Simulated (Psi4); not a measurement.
# BNH3OF (SMILES NB(O)F) at PBE/6-311+G(d,p)

What is the vertical ionisation energy of BNH3OF at PBE/6-311+G**? 

The calculation is run with Psi4 1.11.

2 further runs of the same task are left out: 2 set aside as unsound or not needed.

### Step 1. Starting point

The species is BNH3OF (7 atoms), meant as a singlet with charge 0. SMILES: `NB(O)F`. The shape is that of a PBE0-D4/def2-TZVP optimisation. This is one conformer, not always the lowest.

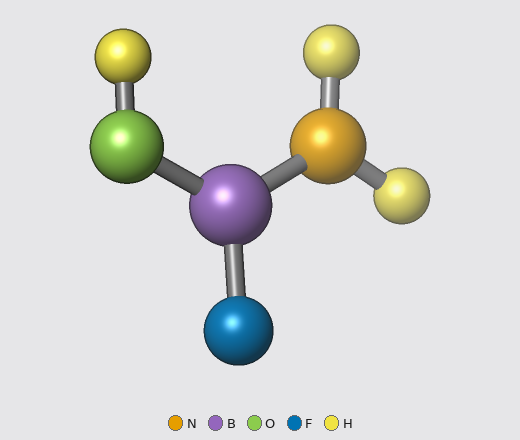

The structure, seen from a chosen angle (nitrogen amber, boron purple, oxygen green, fluorine blue, hydrogen yellow).

### Step 2. Energy and gradient at PBE/6-311+G(d,p)

run.py reads:

```python
import psi4

psi4.set_memory(2200000000)
psi4.set_num_threads(1)
psi4.core.set_output_file('output.dat', False)

molecule = psi4.geometry("""
0 1
N     -0.531800     0.753400    -0.032100
B      0.039300    -0.505700    -0.288800
O      1.106300    -1.044300     0.367000
F     -0.494800    -1.258200    -1.256300
H     -1.320400     1.081700    -0.559700
H     -0.210100     1.394300     0.668500
H      1.472700    -0.489200     1.055700
symmetry c1
no_reorient
no_com
""")

options = {'basis': '6-311+G**', 'puream': True, 'e_convergence': 1e-09, 'd_convergence': 1e-08, 'scf_type': 'pk', 'dft_radial_points': 99, 'dft_spherical_points': 590}
psi4.set_options(options)

e_tot, wfn = psi4.gradient('PBE', molecule=molecule, return_wfn=True)
print('gradient / Eh bohr^-1')
print(e_tot.np.round(6))
print(f'energy = {wfn.energy():.10f} Eh')
```

On the command line:

```sh
python run.py
```

output.dat:

```text
[...]
  Running in c1 symmetry.
[...]
  Nuclear repulsion =  114.658705407158465
[...]
  Multiplicity = 1
[...]
  Nalpha       = 16
  Nbeta        = 16
[...]
    Number of basis functions: 106
[...]
   @RKS iter   1:  -255.87658498262363   -8.56395e-02   1.15365e-02 ADIIS/DIIS
[...]
   @RKS iter  12:  -256.43537897147320    0.00000e+00   2.01139e-09 DIIS
[...]
    Orbital Energies [Eh]
    ---------------------
    Doubly Occupied:
       1A    -24.234591     2A    -18.760392     3A    -13.979856
       4A     -6.563241     5A     -1.092709     6A     -0.946168
       7A     -0.799922     8A     -0.524768     9A     -0.486833
      10A     -0.466319    11A     -0.423978    12A     -0.389594
      13A     -0.340888    14A     -0.324428    15A     -0.307426
      16A     -0.246218
[...]
  @RKS Final Energy:  -256.43537897147320
   => Energetics <=
    Nuclear Repulsion Energy =            114.6587054071584646
    One-Electron Energy =                -580.2912192601274910
    Two-Electron Energy =                 240.1869971353202118
    DFT Exchange-Correlation Energy =     -30.9898622538243806
    Empirical Dispersion Energy =           0.0000000000000000
    VV10 Nonlocal Energy =                  0.0000000000000000
    Total Energy =                       -256.4353789714731988
[...]
 Multipole Moments:
 ------------------------------------------------------------------------------------
     Multipole            Electronic (a.u.)      Nuclear  (a.u.)        Total (a.u.)
 ------------------------------------------------------------------------------------
 L = 1.  Multiply by 2.5417464519 to convert [e a0] to [Debye]
 Dipole X            :         -1.5484445            1.5369143           -0.0115303
 Dipole Y            :         29.4762202          -28.2440356            1.2321845
 Dipole Z            :         17.5320412          -16.7711304            0.7609108
 Magnitude           :                                                    1.4482393
[...]
  -Total Gradient:
     Atom            X                  Y                   Z
    ------   -----------------  -----------------  -----------------
       1       -0.000289778130     0.000363543960    -0.000031028257
       2       -0.001673348812    -0.005209887161    -0.004868919360
       3       -0.004786939516     0.010413932054     0.002080017913
       4        0.006416112988     0.009275642819     0.011792539172
       5        0.006996779159    -0.003056446775     0.004597782210
       6       -0.002686549068    -0.006031088618    -0.006271403482
       7       -0.003968448111    -0.005784863182    -0.007309782970
[...]
```

Standard output:

```text
gradient / Eh bohr^-1
[[-2.9000e-04  3.6400e-04 -3.1000e-05]
 [-1.6730e-03 -5.2100e-03 -4.8690e-03]
 [-4.7870e-03  1.0414e-02  2.0800e-03]
 [ 6.4160e-03  9.2760e-03  1.1793e-02]
 [ 6.9970e-03 -3.0560e-03  4.5980e-03]
 [-2.6870e-03 -6.0310e-03 -6.2710e-03]
 [-3.9680e-03 -5.7850e-03 -7.3100e-03]]
energy = -256.4353789715 Eh
```

It took 31 s on 1 thread of AMD EPYC 7R43 (Zen 3), shared host; peak memory 0.97 GiB.

### Step 3. The doublet cation at the same level

input.json reads:

```json
{
  "schema_name": "qcschema_input",
  "schema_version": 1,
  "molecule": {
    "schema_name": "qcschema_molecule",
    "schema_version": 2,
    "symbols": ["N", "B", "O", "F", "H", "H", "H"],
    "geometry": [-1.00495635, 1.42371966, -0.06066021, 0.07426624, -0.9556345, -0.5457529, 2.09060401, -1.97344099, 0.69352949, -0.93503649, -2.37765341, -2.37406293, -2.49519437, 2.04411675, -1.05767971, -0.39703146, 2.63484514, 1.26328191, 2.78299966, -0.92445402, 1.99498387],
    "molecular_charge": 1,
    "molecular_multiplicity": 2,
    "fix_symmetry": "c1",
    "fix_com": true,
    "fix_orientation": true
  },
  "driver": "gradient",
  "model": {
    "method": "pbe",
    "basis": "6-311+G**"
  },
  "keywords": {
    "reference": "uks",
    "puream": true,
    "e_convergence": 1e-09,
    "d_convergence": 1e-08,
    "scf_type": "pk",
    "dft_radial_points": 99,
    "dft_spherical_points": 590,
    "maxiter": 100,
    "scf_properties": ["QUADRUPOLE", "LOWDIN_CHARGES", "MULLIKEN_CHARGES"]
  }
}
```

On the command line:

```sh
psi4 --qcschema input.json -n 1 --memory 2200MB
```

stdout (excerpt; [...] marks lines left out):

```text
[...]
  Running in c1 symmetry.
[...]
  Nuclear repulsion =  114.658705495019618
[...]
  Multiplicity = 2
[...]
  Nalpha       = 16
  Nbeta        = 15
[...]
    Number of basis functions: 106
[...]
   @UKS iter   1:  -255.69921940400576    9.17261e-02   9.00803e-03 DIIS/ADIIS
[...]
   @UKS iter  15:  -256.04654792258486   -2.42153e-11   7.17267e-09 DIIS
[...]
   @S^2 Observed:                7.553780910E-01
[...]
  @UKS Final Energy:  -256.04654792258486
   => Energetics <=
    Nuclear Repulsion Energy =            114.6587054950196176
    One-Electron Energy =                -571.2722206758273842
    Two-Electron Energy =                 231.2175830042212965
    DFT Exchange-Correlation Energy =     -30.6506157459984081
    Empirical Dispersion Energy =           0.0000000000000000
    VV10 Nonlocal Energy =                  0.0000000000000000
    Total Energy =                       -256.0465479225848640
[...]
 Multipole Moments:
[...]
  Mulliken Charges: (a.u.)
   Center  Symbol    Alpha    Beta     Spin     Total
       1     N     4.04429  3.22793  0.81636 -0.27222
       2     B     2.31912  2.39644 -0.07732  0.28443
       3     O     4.21597  3.90746  0.30851 -0.12344
       4     F     4.44963  4.43576  0.01387  0.11461
       5     H     0.30484  0.33168 -0.02685  0.36348
       6     H     0.31684  0.34377 -0.02693  0.33938
       7     H     0.34930  0.35695 -0.00765  0.29375
   Total alpha = 16.00000, Total beta = 15.00000, Total charge =  1.00000
  Lowdin Charges: (a.u.)
[...]
  -Total Gradient:
     Atom            X                  Y                   Z
    ------   -----------------  -----------------  -----------------
       1        0.004298120591    -0.018567656544    -0.007633999079
       2       -0.011430368606     0.066544286991     0.030990032428
       3        0.008014890234    -0.002094457381     0.006151783684
       4        0.000333731949    -0.013523809048    -0.008134521926
       5        0.019631950573    -0.007996209510     0.013261206540
       6       -0.006353500147    -0.016752007293    -0.016388783803
       7       -0.014486983374    -0.007639253760    -0.018256463630
[...]
```

The result, in JSON:

```text
{
 "driver": "gradient",
 "model": {
  "method": "pbe",
  "basis": "6-311+G**"
 },
 "success": true,
 "return_result": [0.0042981205911303, -0.018567656543646886, -0.007633999078901188, -0.011430368605762686, 0.06654428699055243, 0.030990032427876, 0.008014890234043448, -0.002094457380679815, 0.0061517836844694335, 0.000333731948745114, -0.01352380904796946, -0.00813452192614994, 0.019631950572571943, -0.00799620951043395, 0.013261206539725179, -0.006353500146810104, -0.016752007292572563, -0.016388783803358342, -0.014486983373537654, -0.007639253760492903, -0.018256463629741537],
 "properties": {
  "calcinfo_nbasis": 106,
  "calcinfo_nmo": 106,
  "calcinfo_nalpha": 16,
  "calcinfo_nbeta": 15,
  "calcinfo_natom": 7,
  "nuclear_repulsion_energy": 114.65870549501962,
  "return_energy": -256.04654792258486,
  "return_gradient": [0.0042981205911303, -0.018567656543646886, -0.007633999078901188, -0.011430368605762686, 0.06654428699055243, 0.030990032427876, 0.008014890234043448, -0.002094457380679815, 0.0061517836844694335, 0.000333731948745114, -0.01352380904796946, -0.00813452192614994, 0.019631950572571943, -0.00799620951043395, 0.013261206539725179, -0.006353500146810104, -0.016752007292572563, -0.016388783803358342, -0.014486983373537654, -0.007639253760492903, -0.018256463629741537],
  "scf_one_electron_energy": -571.2722206758274,
  "scf_two_electron_energy": 231.2175830042213,
  "scf_xc_energy": -30.650615745998408,
  "scf_dipole_moment": [-0.1256049680179514, 1.4211262226268637, 0.7563645329625075],
  "scf_total_energy": -256.04654792258486,
  "scf_total_gradient": [0.0042981205911303, -0.018567656543646886, -0.007633999078901188, -0.011430368605762686, 0.06654428699055243, 0.030990032427876, 0.008014890234043448, -0.002094457380679815, 0.0061517836844694335, 0.000333731948745114, -0.01352380904796946, -0.00813452192614994, 0.019631950572571943, -0.00799620951043395, 0.013261206539725179, -0.006353500146810104, -0.016752007292572563, -0.016388783803358342, -0.014486983373537654, -0.007639253760492903, -0.018256463629741537],
  "scf_iterations": 15
 }
}
```

Run time: 49 s. Hardware: 1 thread of AMD EPYC 7R43 (Zen 3), shared host; peak memory 0.97 GiB.

### Step 4. Outcome

At PBE/6-311+G**:

| quantity | value |
| --- | --- |
| singlet BNH3OF: total energy | -256.43538 Eh |
| singlet BNH3OF: dipole moment | 3.68 D |
| singlet BNH3OF: HOMO energy | -6.70 eV |
| singlet BNH3OF: LUMO energy | -1.01 eV |
| singlet BNH3OF: HOMO–LUMO gap | 5.69 eV |
| singlet BNH3OF: largest force on an atom | 0.839 eV/Å |
| doublet cation: total energy | -256.04655 Eh |
| doublet cation: HOMO energy (highest over α and β) | -15.25 eV |
| doublet cation: LUMO energy (lowest over α and β) | -14.42 eV |
| doublet cation: ⟨S²⟩ | 0.755 |
| doublet cation: largest force on an atom | 3.820 eV/Å |
| vertical ionisation energy (to the doublet cation) | 10.581 eV |

The vertical ionisation energy comes to 10.58 eV (244 kcal/mol). The largest force (singlet BNH3OF) is 0.84 eV/Å: the shape isn't a stationary point for this species at this level. The negative HOMO energy of the first species, 6.70 eV, lies 3.88 eV below that difference.
